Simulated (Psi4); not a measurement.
# UCAM-B3LYP/cc-pCVTZ (density fitting, sweep point 4) run of SiH3O2 (SMILES [O][SiH2]O)

What is the vertical doublet–quartet gap of SiH3O2 at UCAM-B3LYP/cc-pCVTZ (density fitting, sweep point 4)? 

The results are computed with Psi4 1.11.

## 1. The molecule

The species is SiH3O2 (6 atoms), meant as a doublet with charge 0. As SMILES, `[O][SiH2]O`. The coordinates come from a PBE0-D4/def2-TZVP relaxation. This is one conformer, not always the lowest.

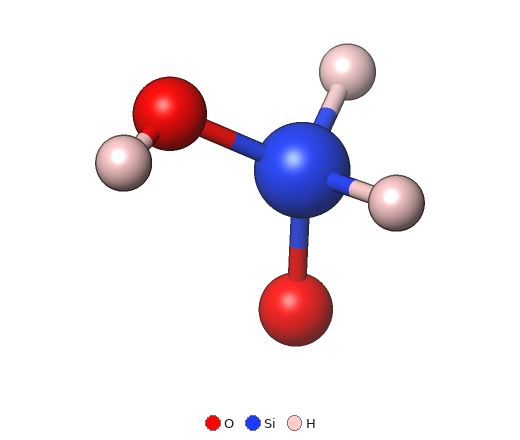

The structure, seen from a chosen angle (oxygen red, silicon blue, hydrogen pink).

## 2. The energy at UCAM-B3LYP/cc-pCVTZ (density fitting, sweep point 4)

File calc.dat:

```
memory 1600 mb

molecule system {
  0 2
  O     -1.671900    -0.490300     0.111200
  Si    -0.205500     0.160400    -0.263400
  O      0.949700     0.110200     0.888500
  H      0.117000    -0.700300    -1.441700
  H     -0.353500     1.594200    -0.594000
  H      1.206400    -0.738300     1.253100
  symmetry c1
}

set {
  reference uks
  puream true
  scf_type df
  dft_radial_points 99
  dft_spherical_points 590
  maxiter 150
}

e = energy('cam-b3lyp/cc-pCVTZ')
```

Command:

```console
psi4 calc.dat calc.out -n 1
```

calc.out:

```text
[...]
  Running in c1 symmetry.
[...]
  Nuclear repulsion =  110.735256126197982
[...]
  Multiplicity = 2
[...]
  Nalpha       = 17
  Nbeta        = 16
[...]
    Number of basis functions: 187
[...]
   @DF-UKS iter   1:  -441.43162386773344   -4.36990e-01   5.04097e-03 ADIIS/DIIS
[...]
   @DF-UKS iter  16:  -441.79009764513245   -3.69025e-07   2.09962e-07 DIIS
[...]
   @S^2 Observed:                7.545499113E-01
[...]
    Orbital Energies [Eh]
    ---------------------
    Alpha Occupied:
       1A    -66.215117     2A    -19.254699     3A    -19.216565
       4A     -5.384642     5A     -3.743631     6A     -3.742916
       7A     -3.741952     8A     -1.108373     9A     -1.073981
      10A     -0.654863    11A     -0.559016    12A     -0.510013
      13A     -0.484976    14A     -0.467067    15A     -0.426971
      16A     -0.413638    17A     -0.395612
    Alpha Virtual:
      18A      0.054132    19A      0.079039    20A      0.114599
      21A      0.131797    22A      0.146269    23A      0.208982
      24A      0.226153    25A      0.283365    26A      0.308654
[...]
  @DF-UKS Final Energy:  -441.79009764513245
   => Energetics <=
    Nuclear Repulsion Energy =            110.7352561261979815
    One-Electron Energy =                -830.6603908723966470
    Two-Electron Energy =                 307.5180125068264942
    DFT Exchange-Correlation Energy =     -29.3829754057603054
    Empirical Dispersion Energy =           0.0000000000000000
    VV10 Nonlocal Energy =                  0.0000000000000000
    Total Energy =                       -441.7900976451324482
[...]
 Multipole Moments:
 ------------------------------------------------------------------------------------
     Multipole            Electronic (a.u.)      Nuclear  (a.u.)        Total (a.u.)
 ------------------------------------------------------------------------------------
 L = 1.  Multiply by 2.5417464519 to convert [e a0] to [Debye]
 Dipole X            :         -1.0623299            1.6382491            0.5759192
 Dipole Y            :         -0.4587296            0.2123426           -0.2463870
 Dipole Z            :          1.0510323           -1.0882060           -0.0371737
 Magnitude           :                                                    0.6275121
[...]
```

Wall time 2.6 min (1 thread of Intel Xeon at 2.50GHz (Skylake/Cascade Lake), shared host); peak memory 1.2 GiB.

## 3. The quartet

File input.inp:

```
memory 1600 MB

molecule molecule1 {
  0 4
  O     -1.671900    -0.490300     0.111200
  Si    -0.205500     0.160400    -0.263400
  O      0.949700     0.110200     0.888500
  H      0.117000    -0.700300    -1.441700
  H     -0.353500     1.594200    -0.594000
  H      1.206400    -0.738300     1.253100
  symmetry c1
}

set basis cc-pCVTZ
set reference uks
set puream true
set scf_type df
set dft_radial_points 99
set dft_spherical_points 590
set maxiter 150

energy_value, wavefunction = energy('cam-b3lyp', return_wfn=True)
```

Command:

```console
psi4 -n 1 input.inp input.out
```

input.out:

```text
[...]
  Running in c1 symmetry.
[...]
  Nuclear repulsion =  110.735256126197982
[...]
  Multiplicity = 4
[...]
  Nalpha       = 18
  Nbeta        = 15
[...]
    Number of basis functions: 187
[...]
   @DF-UKS iter   1:  -441.27180352413609   -2.77170e-01   4.18620e-03 ADIIS/DIIS
[...]
   @DF-UKS iter  17:  -441.50192745623906   -4.09559e-07   6.43929e-07 DIIS
[...]
   @S^2 Observed:                3.762328807E+00
[...]
    Orbital Energies [Eh]
    ---------------------
    Alpha Occupied:
       1A    -66.233934     2A    -19.353768     3A    -19.226070
       4A     -5.403697     5A     -3.763783     6A     -3.762524
       7A     -3.760530     8A     -1.166500     9A     -1.111913
      10A     -0.680032    11A     -0.604414    12A     -0.580661
      13A     -0.554843    14A     -0.523484    15A     -0.482705
      16A     -0.454671    17A     -0.432666    18A     -0.099734
    Alpha Virtual:
      19A      0.057654    20A      0.078908    21A      0.111480
      22A      0.120456    23A      0.187711    24A      0.205234
      25A      0.262352    26A      0.286451    27A      0.294605
[...]
  @DF-UKS Final Energy:  -441.50192745623906
   => Energetics <=
    Nuclear Repulsion Energy =            110.7352561261979815
    One-Electron Energy =                -829.4589634288068964
    Two-Electron Energy =                 306.5204015770556225
    DFT Exchange-Correlation Energy =     -29.2986217306857810
    Empirical Dispersion Energy =           0.0000000000000000
    VV10 Nonlocal Energy =                  0.0000000000000000
    Total Energy =                       -441.5019274562390592
[...]
 Multipole Moments:
 ------------------------------------------------------------------------------------
     Multipole            Electronic (a.u.)      Nuclear  (a.u.)        Total (a.u.)
 ------------------------------------------------------------------------------------
 L = 1.  Multiply by 2.5417464519 to convert [e a0] to [Debye]
 Dipole X            :         -1.7288858            1.6382491           -0.0906367
 Dipole Y            :         -0.2603727            0.2123426           -0.0480301
 Dipole Z            :          0.5485017           -1.0882060           -0.5397043
 Magnitude           :                                                    0.5493657
[...]
```

Wall time 2.8 min (1 thread of Intel Xeon at 2.50GHz (Skylake/Cascade Lake), shared host); peak memory 1.2 GiB.

## 4. Summary of results

Level: UCAM-B3LYP/cc-pCVTZ (density fitting, sweep point 4).

| quantity | value |
| --- | --- |
| doublet: total energy | -441.79010 Eh |
| doublet: dipole moment | 1.59 D |
| doublet: HOMO energy (highest over α and β) | -10.65 eV |
| doublet: LUMO energy (lowest over α and β) | -3.50 eV |
| doublet: ⟨S²⟩ | 0.755 |
| quartet: total energy | -441.50193 Eh |
| quartet: dipole moment | 1.40 D |
| quartet: HOMO energy (highest over α and β) | -2.71 eV |
| quartet: ⟨S²⟩ | 3.762 |
| vertical energy of the quartet above the doublet | 7.842 eV |

In words: At this shape the quartet lies 7.84 eV (181 kcal/mol) above the doublet.
